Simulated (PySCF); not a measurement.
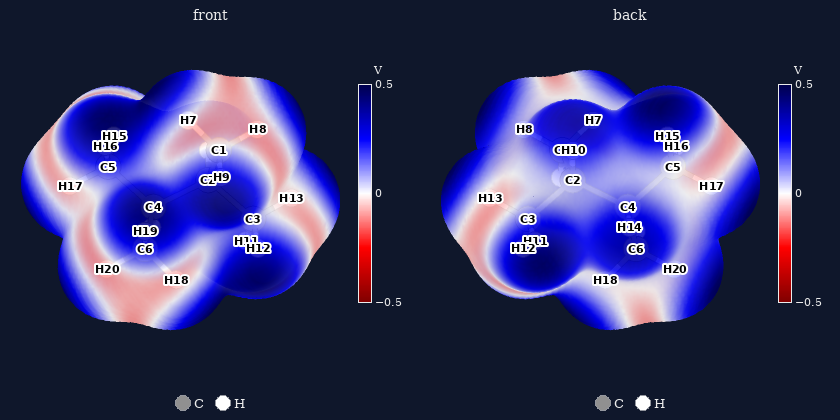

C6H14. The electrostatic potential painted on the density surface at 0.002 e/bohr³, seen from the front and from behind; the colour scale runs from red (negative) to blue (positive).

Geometry: PBE0-D3(BJ)/def2-SVP.

These are results of PBE0/pcSseg-1, SCF density, gas phase, non-relativistic in PySCF 2.14.0, not measurements.

```xyz
20

C     1.4572   -0.3551    0.8916
C     0.7418    0.4183   -0.2125
C     1.2605   -0.0001   -1.5847
C    -0.7978    0.3433   -0.1263
C    -1.3349    1.0173    1.1325
C    -1.3525   -1.0724   -0.2568
H     1.1413   -0.0350    1.8956
H     2.5461   -0.2058    0.8267
H     1.2729   -1.4385    0.8105
H     0.9961    1.4868   -0.0821
H     0.7508    0.5483   -2.3928
H     1.1115   -1.0767   -1.7658
H     2.3400    0.1972   -1.6746
H    -1.1738    0.9236   -0.9897
H    -0.9402    2.0399    1.2420
H    -1.0653    0.4557    2.0414
H    -2.4337    1.0830    1.1064
H    -1.0205   -1.5654   -1.1826
H    -1.0459   -1.7064    0.5906
H    -2.4534   -1.0579   -0.2686
```

Q: Which sites attract a positive test charge, and which a negative one?

A: A positive charge is drawn to the negative regions and a negative charge to the positive ones. The most negative region (about −0.1 V) lies over C1, C3, C5 and C6, the most positive (about +0.5 V) over the H atoms.

Q: How polar is the molecule by this calculation?

A: Its dipole moment is 0.10 D.
